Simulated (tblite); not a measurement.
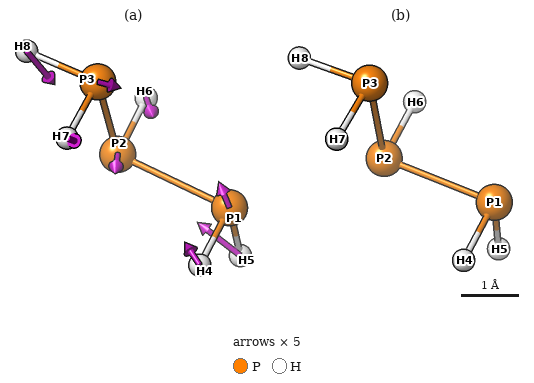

The structure of P3H5 before (left) and after (right) a relaxation, at one scale. The purple arrows give the displacements, 5 times their true length.

A ball-and-stick model, seen from a free direction.

All numbers below come from tblite, GFN2-xTB geometry optimisation, gas phase. 

Q: Describe what moved and what it gained.

A: After 15 geometry steps the energy has fallen by 31.9 kJ/mol. The largest moves after the best rigid fit, 0.20 Å, are those of H5 and H8. By element the largest moves are H 0.20 Å, P 0.12 Å. Some distances before and after: P1–P2 2.280 → 2.169 Å, P2–P3 2.256 → 2.169 Å, P1–H4 1.426 → 1.396 Å, P3–H8 1.417 → 1.392 Å. Among the angles between lasting bonds that change: P1–P2–H6 99.0° → 93.6°, P2–P3–H7 98.7° → 93.4°, P2–P1–H4 98.1° → 93.4°.
